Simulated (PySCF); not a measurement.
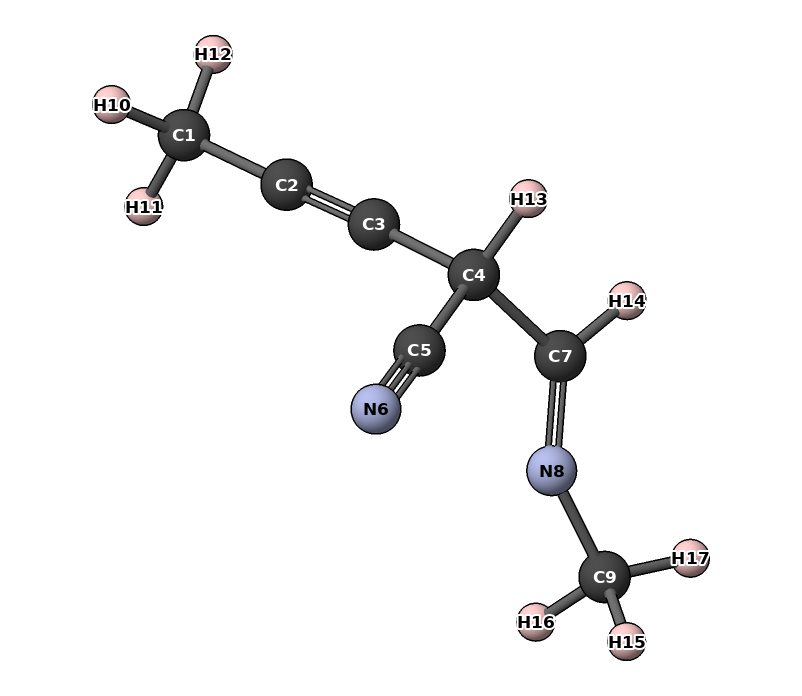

The questions are on Mulliken spin populations. The species has charge +1 and is a spin doublet. The geometry was computed by an optimisation with GFN2-xTB. No frequency run is at hand to confirm it as a minimum. Method: UKS B3LYP, pcH-1 on C H N, non-relativistic (PySCF 2.14.0).

List the Mulliken spin populations.

```csv
atom,value (e)
C1,0.00
C2,0.13
C3,0.08
C4,0.04
C5,0.01
N6,0.00
C7,−0.09
N8,0.62
C9,0.00
H10,0.01
H11,0.01
H12,0.00
H13,0.00
H14,0.08
H15,0.02
H16,0.00
H17,0.07
```

Mulliken values depend strongly on the basis set.
